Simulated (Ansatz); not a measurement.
**G0W0 on several functionals: BaTiO3 (Barioperovskite)**

How much of the starting functional survives in the G0W0 gap of BaTiO3 (Barioperovskite)?

Calculated with Ansatz 0.2.0; G0W0 on several functionals, plane waves, PAW.

In doubt: masses and optical values from hybrid runs of this build are listed as unsure (step 4), which bears on the screening that GW takes from such a start.

**1. The starting structure**

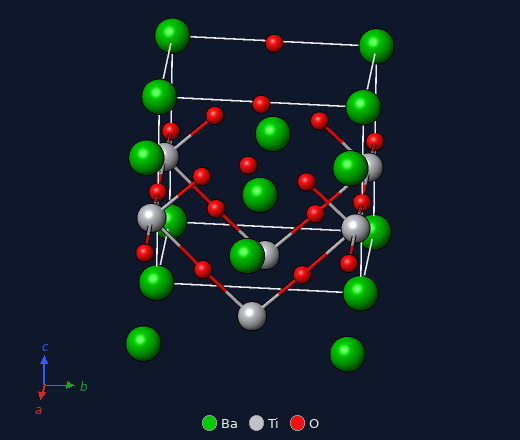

The starting structure, seen slightly off an axis (barium green, titanium light grey, oxygen red). 2×1×1 cells are drawn. This picture shows the conventional cell, with its axes. Some periodic images of atoms are drawn too.

The cell and positions come from the Crystallography Open Database and are kept as given unless a step says otherwise. Spin-orbit coupling is left out unless a step names it.

**2. G0W0 on LDA**

Now the one-shot GW correction: screening in the RPA, then the self-energy of the levels asked for. This step takes PAW set soft_1 files.

This step: G0W0 on LDA, plane waves, PAW; PAW set soft_1.

File input.yaml:

```yaml
crystal:
  lattice:
    - [3.9855, 0.0, 0.0]
    - [0.0, 2.8369, 2.84515]
    - [0.0, -2.8369, 2.84515]
  atoms:
    - { symbol: Ba, position: [0.0, 0.0, 0.0] }
    - { symbol: Ti, position: [0.5, 0.5124, 0.5124] }
    - { symbol: O, position: [0.0, 0.4874, 0.4874] }
    - { symbol: O, position: [0.5, 0.50524, 0.99184] }
    - { symbol: O, position: [0.5, 0.99184, 0.50524] }
kpoints:
  mp_grid: { grid: [4, 4, 4] }
hamiltonian:
  xc: lda
  pseudopotentials: { kind: paw, azcp: { folder: soft_1 }, xc_functional: pbe }
scf:
  occupations: { method: fixed }
gw:
  n_empty_bands: 146
  ecut_chi: 100
  qp_bands: [v2, c2]
  qp_kpoints: band_edges
  screening: { model: contour_deformation }
```

On the command line:

```bash
ansatz run input.yaml --threads 2 --pin off --max-ram 73728MiB --backend cuda --events-out ev --progress --plain --runs-dir out --devices 1 --max-vram 13GiB
```

Numbers of over 12 decimals in the logs are rounded to 6 here.

The log of the run:

```text
GPUs: using 1 of 1 available (devices: 1).
Engine: ansatz 0.2.0, x86_64-unknown-linux-gnu
Pseudopotentials: kind: paw
Pseudopotential: Ba, paw, valence charge 10, recommended cutoff 420 eV (normal), soft_1/Ba.paw.azcp
Pseudopotential: Ti, paw, valence charge 12, recommended cutoff 420 eV (normal), soft_1/Ti.paw.azcp
Pseudopotential: O, paw, valence charge 6, recommended cutoff 420 eV (normal), soft_1/O.paw.azcp
Functional definition: SPW92
  exchange = slater_x
  correlation = pw_c
device memory: the entry about to start is reckoned to put 0.7 GiB on a device that reports 53.0 GiB free (of which the cap on the GPU budget leaves the run 13.0 GiB)
GPU FFT provider: cuFFT
GPU libraries: cuBLAS 13.8.2, cuFFT 12.4.0, cuSOLVER 12.3.4
Crystal: 5 atoms, lattice volume = 64.337 Å³
Basis set: ecut = 420 eV, 1249 PW (Γ)
Bands: 25, of which v1, the nominal top of the filled ones, is band 20 counted from 1 (19 counted from 0)
Symmetry: 4 space group operations
Space group: Amm2 (ITA 38), of the structure as read, at distance tolerance 4.0e-5 Å
k-points: 21 of 64 (time reversal used)
Non-local potential: Ba, projectors of the file, l = 0: 3, l = 1: 2, l = 2: 2, l = 3: 2
Non-local potential: Ti, projectors of the file, l = 0: 3, l = 1: 2, l = 2: 3, l = 3: 1
Non-local potential: O, projectors of the file, l = 0: 2, l = 1: 2, l = 2: 1
PAW form: soft (Blöchl's): semilocal exchange-correlation on the pseudo side does not see the compensation charge
PAW frozen core: Ba, regenerated for the run's functional, and the local potential with it (the file was generated under x = pbe(κ = 0.804, μ = 0.219515), c = pbe(β = 0.066725))
PAW frozen core: Ti, regenerated for the run's functional, and the local potential with it (the file was generated under x = pbe(κ = 0.804, μ = 0.219515), c = pbe(β = 0.066725))
PAW frozen core: O, regenerated for the run's functional, and the local potential with it (the file was generated under x = pbe(κ = 0.804, μ = 0.219515), c = pbe(β = 0.066725))
PAW one-centre angular grid: Ba, 194 points (default); XC on 64 Gauss nodes
PAW one-centre angular grid: Ti, 590 points (default); XC on 64 Gauss nodes
PAW one-centre angular grid: O, 110 points (default); XC on 64 Gauss nodes
Initial density: superposition of atomic densities (chi_scale 0.1, normalization cell, long waves kept (reshape's long-wave potential 0.00 eV rms))
Initial wavefunctions: pseudopotential atomic-orbital guess
GPU buffer pool allocated for 19683 grid points (all kernels)
GPU transforms: local potential and band sums: pruned to the plane-wave sphere, on 27×27×27
Functional: x = slater, c = lda
SCF iter   1: F=—  HF=-9905.087786 eV  |F-HF|=—  |Δ(HF+E_count)|=         —  Δρ=5.70e-2  dr2=2.16e0  ethr=3.10e-3  ⟨swp⟩=4.7  Hψ=2018  notcnv=0  defer=37
preconditioner: auto → Resta (q_TF=auto, 2.521 Å⁻¹)  ε∞=5.9  [insulator: Δε(μ)=2.146 eV  Ē_g=11.424 eV  n_scr=18 (ndim 8)  ℏωp=25.4 eV  f_vac=0.000  ε∞_Penn≈5.9]
SCF iter   2: F=—  HF=-9904.632504 eV  |F-HF|=—  |Δ(HF+E_count)|=   4.55e-1  Δρ=2.29e-2  dr2=4.79e-1  ethr=3.10e-3  ⟨swp⟩=2.5  Hψ=991  notcnv=0  defer=23
SCF iter   3: F=—  HF=-9904.552068 eV  |F-HF|=—  |Δ(HF+E_count)|=   8.04e-2  Δρ=1.32e-2  dr2=1.11e-1  ethr=1.20e-3  ⟨swp⟩=2.1  Hψ=878  notcnv=0  defer=42
SCF iter   4: F=—  HF=-9904.537481 eV  |F-HF|=—  |Δ(HF+E_count)|=   1.46e-2  Δρ=8.82e-3  dr2=5.57e-2  ethr=2.77e-4  ⟨swp⟩=2.2  Hψ=963  notcnv=0  defer=42
SCF iter   5: F=—  HF=-9904.528190 eV  |F-HF|=—  |Δ(HF+E_count)|=   9.29e-3  Δρ=3.14e-3  dr2=7.18e-3  ethr=1.39e-4  ⟨swp⟩=2.0  Hψ=720  notcnv=0  defer=56
SCF iter   6: F=—  HF=-9904.526865 eV  |F-HF|=—  |Δ(HF+E_count)|=   1.33e-3  Δρ=8.47e-4  dr2=5.00e-4  ethr=1.80e-5  ⟨swp⟩=2.2  Hψ=747  notcnv=0  defer=63
SCF iter   7: F=—  HF=-9904.526777 eV  |F-HF|=—  |Δ(HF+E_count)|=   8.73e-5  Δρ=2.26e-4  dr2=2.85e-5  ethr=1.25e-6  ⟨swp⟩=2.1  Hψ=767  notcnv=0  defer=57
SCF iter   8: F=—  HF=-9904.526772 eV  |F-HF|=—  |Δ(HF+E_count)|=   4.80e-6  Δρ=2.28e-5  dr2=2.69e-7  ethr=7.12e-8  ⟨swp⟩=2.0  Hψ=768  notcnv=0  defer=22
SCF iter   9: F=-9904.526772 eV  HF=-9904.526772 eV  |F-HF|=2.18e-10  |Δ(HF+E_count)|=   1.05e-8  Δρ=3.84e-6  dr2=7.80e-9  ethr=2.50e-10  ⟨swp⟩=7.5  Hψ=2048  notcnv=0
SCF 1 converged in 9 iterations: F = -9904.526772 eV  dr2 = 7.80e-9
  greatest PAW one-centre occupation: 0.998 electrons in one spin orbital (limit 2), on the Ti atom at site 1 (counted from 0), in its partial waves of l = 0
device memory: the entry about to start is reckoned to put 0.7 GiB (of the 0.8 GiB reckoned in all, the device holds 0.1 GiB already) on a device that reports 52.7 GiB free (of which the cap on the GPU budget leaves the run 12.9 GiB)
NSCF: frozen V_eff on 21 k-points, pencils in batches of 32, up to order 100
the band table was solved once the SCF had ended and its energy, with any forces and stress, was formed, with the checks that follow a solve (2322 applications of the Hamiltonian). They found nothing against the state; the energy, forces and stress were not computed again (output.eigenvalues in the input reference)
device memory: the entry about to start is reckoned to put 2.0 GiB on a device that reports 50.9 GiB free (of which the cap on the GPU budget leaves the run 13.0 GiB)
NSCF: frozen V_eff on 21 k-points
G₀W₀ screening: q 1/21
[... further progress lines ...]
device memory: the entry about to start is reckoned to put 0.3 GiB on a device that reports 51.0 GiB free (of which the cap on the GPU budget leaves the run 13.0 GiB)
NSCF: frozen V_eff on 1 k-points
device memory: the entry about to start is reckoned to put 0.3 GiB on a device that reports 50.5 GiB free (of which the cap on the GPU budget leaves the run 13.0 GiB)
NSCF: frozen V_eff on 1 k-points
SCF converged after 9 iterations
Free energy (F): -9904.526772 eV
Harris-Foulkes:  -9904.526772 eV  (|F-HF|=2.18e-10)
Internal energy: -9904.526772 eV  (E = F + TS)
E sigma→0 (E₀):  -9904.526772 eV
Fermi energy:    9.842753 eV
--- Per-component energies (eV) ---
  E_band       = -153.150068
  E_kinetic    = 940.970516
  E_local      = -2186.889026  (includes V_loc(G=0)·N_el)
  E_nonlocal   = 320.222209
  E_hartree    = 834.067114
  E_xc         = -525.722366
  E_vxc        = -548.840154  (∫ρ·V_xc dr)
  E_paw        = -6472.819775  (= ΣΔE_a)
  E_vpaw       = -346.749880  (= ΣTr[D̂ρ^β])
  E_aug_tail   = 0.002247  (compensation charges beyond the density's cutoff)
  E_ewald      = -2815.256928
  E_core_change = 0.899235  (= ΣΔE_core)
  E_smearing   = -0.000000  (= −TS)
  E_closure    = -0.000000  (closes the sum)
  Σ components = -9904.526772   (vs F -9904.526772, Δ=0.00e0)
--- Band table (eV; the first three rows and the last of 21) ---
  k-point 0: bands = [... 16 lower, 8.7190, 9.5275, 9.6386, 9.6850, 11.6643, 11.7283, 11.8924, 13.9450, ... 1 higher]
  k-point 1: bands = [... 16 lower, 8.3931, 8.6264, 9.2677, 9.3741, 11.8258, 12.6127, 12.6681, 13.9792, ... 1 higher]
  k-point 2: bands = [... 16 lower, 7.9946, 8.1633, 9.0570, 9.1397, 11.8912, 13.3826, 13.4106, 13.9760, ... 1 higher]
  k-point 20: bands = [... 16 lower, 7.5059, 9.7964, 9.8326, 9.8428, 14.0196, 14.0614, 14.0720, 16.5054, ... 1 higher]
--- G₀W₀: contour deformation, 6 samples at zero and on the imaginary axis and 1 off it, 64 q-points, 146 empty bands' worth ---
  eigenvalues of the whole cell's RPA ε∞ on this k-mesh (on a slab, of 1 + 4πα/V) = 6.5564, 6.6199, 6.6862; static W/v taken at q = 0 is 0.151044
  gw.qp_kpoints: band_edges: 15 of 21 stored k-points solved, in 1 pass; an edge of the gap read off the rows below is read off those points alone
    valence top: of the k-points left out ik 17 came nearest to being solved in a further pass, in band 19 (counted from 1, as in the quasiparticle table): it holds the edge there only if its correction is more favourable than any solved in that band by at least 0.537 eV; those differ by 0.112 eV
    conduction bottom: of the k-points left out ik 4 came nearest to being solved in a further pass, in band 21 (counted from 1, as in the quasiparticle table): it holds the edge there only if its correction is more favourable than any solved in that band by at least 1.028 eV; those differ by 0.049 eV
  `?` marks the rows in doubt; gw_qp.tsv's column doubts and the gw_qp event give each row's grounds
    ik  band        ε_KS         Σx   Σc(E_QP)       V_xc       Z   E_QP_lin       E_QP  E_QP is
     0    19      9.6386   -25.8682     4.4449   -21.4135  0.7245     9.6288     9.6288  root
     0    20      9.6850   -25.9730     4.5050   -21.4534  0.7247     9.6703     9.6704  root
     0    21     11.6643   -12.6281    -6.3881   -20.5685  0.7349    13.2768    13.2165  root
     0    22     11.7283   -12.7556    -6.2764   -20.5747  0.7342    13.3310    13.2711  root
     1    19      9.2677   -25.2933     4.2768   -21.0113  0.7215     9.2626     9.2626  root
     1    20      9.3741   -25.6735     4.4836   -21.1666  0.7221     9.3507     9.3507  root
     1    21     11.8258   -13.0246    -6.3587   -20.9389  0.7310    13.4444    13.3813  root
     1    22     12.6127   -14.0439    -6.3833   -21.9609  0.7135    14.2169    14.1464  root
     2    19      9.0570   -25.4351     4.4925   -20.8992  0.7195     9.0137     9.0137  root
     2    20      9.1397   -25.7349     4.6589   -21.0156  0.7199     9.0792     9.0793  root
     2    21     11.8912   -13.1351    -6.4777   -21.1889  0.7283    13.5347    13.4672  root
     2    22     13.3826   -14.7206    -6.9607   -23.2286  0.6893    15.0228    14.9299  root
     3    19      8.8480   -24.9533     4.2172   -20.7228  0.7196     8.8346     8.8346  root
     3    20      9.3733   -25.4052     4.6583   -20.6839  0.7153     9.3103     9.3104  root
     3    21     12.6793   -14.0523    -6.4756   -22.0712  0.7126    14.2952    14.2226  root
     3    22     12.6948   -14.2748    -6.4888   -22.3067  0.7092    14.3119    14.2379  root
     5    19      8.8743   -24.9918     4.2224   -20.7590  0.7197     8.8640     8.8640  root
     5    20      9.3523   -25.3773     4.6598   -20.6556  0.7148     9.2903     9.2904  root
     5    21     12.5533   -13.8863    -6.5130   -21.9500  0.7142    14.1758    14.1041  root
     5    22     12.8094   -14.3843    -6.4812   -22.4039  0.7078    14.4234    14.3477  root
     6    19      9.0081   -25.1316     4.7528   -20.2694  0.7115     8.8984     8.8987  root
     6    20      9.7467   -25.6068     4.8248   -20.7270  0.7145     9.6917     9.6918  root
     6    21     13.3979   -14.7362    -7.0673   -23.3560  0.6878    15.0451    14.9503  root
     6    22     13.4583   -14.7295    -7.0943   -23.3771  0.6872    15.1070    15.0116  root
[...]
13    21     13.6746   -14.7071    -7.2643   -23.5186  0.6830    15.3236    15.2219  root ?
    13    22     13.7062   -14.6841    -7.3186   -23.5431  0.6809    15.3503    15.2465  root ?
[...]
16    19      9.0018   -25.1348     4.7288   -20.2892  0.7127     8.8847     8.8851  root
    16    20      9.7958   -25.6404     4.8240   -20.7690  0.7145     9.7483     9.7484  root
    16    21     13.4128   -14.7184    -7.0734   -23.3467  0.6874    15.0633    14.9678  root
    16    22     13.4286   -14.7845    -7.0528   -23.3835  0.6871    15.0693    14.9747  root
    18    19      9.3280   -25.1416     4.7917   -20.2661  0.7118     9.2440     9.2443  root
    18    20      9.8168   -25.6972     4.8260   -20.8313  0.7146     9.7770     9.7770  root
    18    21     13.7080   -14.6894    -7.3086   -23.5430  0.6812    15.3574    15.2531  root ?
    18    22     13.7098   -14.7167    -7.2921   -23.5477  0.6814    15.3518    15.2487  root ?
    20    19      9.8326   -25.7586     4.8333   -20.8921  0.7147     9.7993     9.7993  root
    20    20      9.8428   -25.7535     4.8254   -20.8970  0.7147     9.8116     9.8116  root
    20    21     14.0196   -14.6747    -7.6397   -23.8503  0.6704    15.6652    15.5556  root ?
    20    22     14.0614   -14.7010    -7.7154   -23.9546  0.6675    15.7121    15.5996  root ?
```

Elapsed: 7.9 s, on 1 × NVIDIA H100 80GB HBM3 (shared by 6 runs) with 2 threads of AMD EPYC 7R13 (Zen 3), shared host; peak memory 1.2 GiB; 8 s of CPU time.

The column dr2 measures how far the density is from self-consistency, as an energy; F and HF (Harris–Foulkes) agree once it is small.

This step gave:

```
bands summed                                 : 166
RPA ε∞ on this mesh (eigenvalues)            : 6.556, 6.620, 6.686
plane waves in the screening matrix          : 147
q-points in the mesh                         : 64
G0W0 gap on the mesh                         : 3.405 eV
k of the valence top                         : -0.5, -0.5, -0.5
k of the conduction bottom                   : 0, 0, 0
starting gap on the mesh                     : 1.822 eV
Z at the valence top                         : 0.7147
Z at the conduction bottom                   : 0.7349
least direct G0W0 gap on the computed points : 3.546 eV
```

The gap on the mesh goes from 1.82 eV to 3.40 eV, a correction of +1.58 eV. Between the two edge states, bare exchange in place of the xc potential would open the gap by 12.80 eV, and correlation takes back 11.21 eV.

**3. G0W0 on r2SCAN**

The same correction from a different start measures what one shot leaves open.

This step: G0W0 on r2SCAN, plane waves, PAW; PAW set soft_1.

Changes to input.yaml since step 2:

```diff
@@ -14,4 +14,4 @@
 hamiltonian:
-  xc: lda
-  pseudopotentials: { kind: paw, azcp: { folder: soft_1 }, xc_functional: pbe }
+  xc: r2scan
+  pseudopotentials: { kind: paw, azcp: { folder: soft_1 } }
 scf:
```

The log of the run:

```text
GPUs: using 1 of 1 available (devices: 1).
[...]
GPU FFT provider: cuFFT
GPU libraries: cuBLAS 13.8.2, cuFFT 12.4.0, cuSOLVER 12.3.4
Crystal: 5 atoms, lattice volume = 64.337 Å³
Basis set: ecut = 500 eV, 1639 PW (Γ), exchange–correlation on 120×120×120 points (64 copies of the dense FFT grid, shifted against one another)
Bands: 25, of which v1, the nominal top of the filled ones, is band 20 counted from 1 (19 counted from 0)
Symmetry: 4 space group operations
[...]
k-points: 21 of 64 (time reversal used)
[...]
GPU buffer pool allocated for 27000 grid points (all kernels)
[...]
SCF iter   1: F=—  HF=-10183.822430 eV  |F-HF|=—  |Δ(HF+E_count)|=         —  Δρ=5.61e-2  dr2=2.52e0  dr2_τ=2.57e-1  ethr=3.10e-3  ⟨swp⟩=4.6  Hψ=2024  notcnv=0  defer=37
[...]
SCF iter  10: F=-10183.922885 eV  HF=-10183.922885 eV  |F-HF|=5.71e-9  |Δ(HF+E_count)|=   4.31e-8  Δρ=3.70e-6  dr2=7.35e-9  dr2_τ=1.99e-10  ethr=2.50e-10  ⟨swp⟩=7.3  Hψ=1950  notcnv=0
SCF 1 converged in 10 iterations: F = -10183.922885 eV  dr2 = 7.35e-9
[...]
NSCF: frozen V_eff on 21 k-points, pencils in batches of 32, up to order 100
[...]
NSCF: frozen V_eff on 21 k-points
G₀W₀ screening: q 1/21
[... further progress lines ...]
[...]
SCF converged after 10 iterations
Free energy (F): -10183.922885 eV
[...]
Internal energy: -10183.922885 eV  (E = F + TS)
E sigma→0 (E₀):  -10183.922885 eV
Fermi energy:    9.912673 eV
[...]
--- Band table (eV; the first three rows and the last of 21) ---
  k-point 0: bands = [... 16 lower, 8.7756, 9.6069, 9.6959, 9.7391, 12.1717, 12.2292, 12.3785, 14.2741, ... 1 higher]
  k-point 1: bands = [... 16 lower, 8.4816, 8.7138, 9.3393, 9.4307, 12.3193, 13.0645, 13.1178, 14.3040, ... 1 higher]
  k-point 2: bands = [... 16 lower, 8.0930, 8.2697, 9.1158, 9.1844, 12.3796, 13.8091, 13.8366, 14.3008, ... 1 higher]
  k-point 20: bands = [... 16 lower, 7.5658, 9.8645, 9.9019, 9.9127, 14.4489, 14.4904, 14.5030, 17.2658, ... 1 higher]
[...]
0    19      9.6959   -25.9947     4.4215   -21.6829  0.7377     9.8054     9.8057  root
     0    20      9.7391   -26.0742     4.4628   -21.7255  0.7379     9.8530     9.8532  root
     0    21     12.1717   -12.5892    -6.2793   -20.0262  0.7416    13.3553    13.3294  root
     0    22     12.2292   -12.6864    -6.1963   -20.0482  0.7411    13.4211    13.3947  root
     1    19      9.3393   -25.4848     4.2962   -21.2680  0.7347     9.4186     9.4187  root
     1    20      9.4307   -25.7883     4.4458   -21.4327  0.7353     9.5208     9.5210  root
     1    21     12.3193   -12.9183    -6.2763   -20.3755  0.7381    13.5280    13.5002  root
     1    22     13.0645   -13.8637    -6.3184   -21.4200  0.7225    14.3387    14.3024  root
[...]
20    19      9.9019   -25.9179     4.7956   -21.2325  0.7284    10.0119    10.0122  root
    20    20      9.9127   -25.9141     4.7896   -21.2369  0.7284    10.0249    10.0252  root
    20    21     14.4489   -14.5574    -7.4026   -23.2437  0.6826    15.7923    15.7326  root
    20    22     14.4904   -14.5752    -7.4603   -23.3247  0.6807    15.8416    15.7795  root
```

The job ended after 10 s (1 × NVIDIA H100 80GB HBM3 (shared by 6 runs) with 2 threads; peak memory 1.3 GiB; 11 s of CPU time).

This step gave:

- bands summed: 166
- RPA ε∞ on this mesh (eigenvalues): 5.625, 5.678, 5.721
- plane waves in the screening matrix: 147
- q-points in the mesh: 64
- G0W0 gap on the mesh: 3.304 eV
- k of the valence top: -0.5, -0.5, -0.5
- k of the conduction bottom: 0, 0, 0
- starting gap on the mesh: 2.259 eV
- Z at the valence top: 0.7284
- Z at the conduction bottom: 0.7416
- least direct G0W0 gap on the computed points: 3.476 eV

Against the run with 4×4×4 mesh, 146 empty bands, screening to 100 eV, PAW set soft_1 files on LDA, the gap moves by −0.10 eV, while the start moved by +0.44 eV.

**4. G0W0 on HSE06**

This step: G0W0 on HSE06, plane waves, PAW; PAW set soft_1.

Changes to input.yaml since step 3:

```diff
@@ -14,3 +14,3 @@
 hamiltonian:
-  xc: r2scan
+  xc: hse06
   pseudopotentials: { kind: paw, azcp: { folder: soft_1 } }
```

The log of the run:

```text
GPUs: using 1 of 1 available (devices: 1).
[...]
davidson cushion auto → on  (no smearing: the cushion is to keep the highest requested band from converging to the state above it; pin scf.eigensolver.cushion to override)
[...]
GPU FFT provider: cuFFT
GPU libraries: cuBLAS 13.8.2, cuFFT 12.4.0, cuSOLVER 12.3.4
Crystal: 5 atoms, lattice volume = 64.337 Å³
Basis set: ecut = 420 eV, 1249 PW (Γ)
[...]
1    21     12.6776   -12.3233    -5.8920   -18.9840  0.7719    13.4539    13.4463  root
     1    22     13.5000   -13.2703    -5.9309   -20.0077  0.7584    14.3160    14.3064  root
[...]
20    19      9.1901   -25.9264     4.5116   -21.8891  0.7609     9.6616     9.6644  root
    20    20      9.2031   -25.9238     4.5072   -21.8917  0.7609     9.6755     9.6783  root
    20    21     15.0931   -14.1491    -6.8407   -21.7723  0.7229    15.8886    15.8755  root
    20    22     15.1458   -14.1895    -6.8976   -21.8719  0.7207    15.9442    15.9307  root
[key lines of the parts left out:]
Free energy (F): -10163.600678 eV
Fermi energy:    9.203120 eV
```

It took 32 s on 1 × NVIDIA H100 80GB HBM3 (shared by 6 runs) with 2 threads; peak memory 1.5 GiB.

Numbers from this step:

```
bands summed                                 : 166
RPA ε∞ on this mesh (eigenvalues)            : 4.653, 4.690, 4.715
plane waves in the screening matrix          : 147
G0W0 gap on the mesh                         : 3.589 eV
k of the valence top                         : -0.5, -0.5, -0.5
k of the conduction bottom                   : 0, 0, 0
starting gap on the mesh                     : 3.313 eV
least direct G0W0 gap on the computed points : 3.769 eV
```

Against the run with 4×4×4 mesh, 146 empty bands, screening to 100 eV, PAW set soft_1 files on r2SCAN, the gap moves by +0.29 eV, while the start moved by +1.05 eV.

(Continued in part 2 of 2.)

[Paths, hosts, dates, memory and timing lines, banners, echoed tables and standing remarks are left out of the program output.]

[Logs are printed without paths, hosts, clocks, repeated set-up lines and the standing remarks that a program may print on its own settings, such as how far it seeks lower states.]

[Runs of the session that timed out or met a known fault of the program may be left out.]

[Cells called generated may have been cut or substituted from an entry of the Crystallography Open Database or the Materials Project.]

[Hosts, paths, dates, database ids (printed as entryN), source tags and the programs' standing remarks are cut or masked in the printed files.]
